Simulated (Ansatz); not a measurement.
# WC: pressure series

The parent structure is WC (space group P-6m2, No. 187; a = 2.884 Å, c = 2.812 Å).

Cell and atoms are relaxed at each pressure.

The values are results of LDA, PAW, 420 eV (Ansatz, a quantum-chemistry and plane-wave program; without spin-orbit coupling), not measurements.

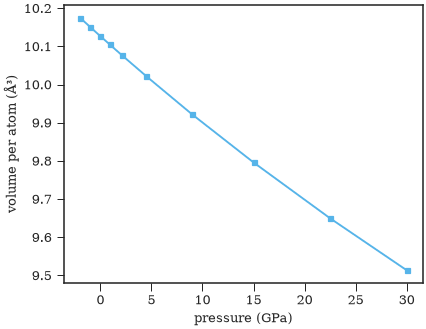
Figure: Volume per atom against pressure

### Question
From the plot, what is the volume per atom for pressure 30 GPa?

### Answer
About 9.51 Å³.

### Question
Is the trend monotonic over the range shown?

### Answer
Yes, it falls throughout, spanning 9.51 Å³ to 10.18 Å³.

Load acts through the strain it causes; cell and atoms are relaxed under it. Whether these cells are dynamically stable was not tested. No other phases were tried under pressure. The final runs are not spin-polarised.
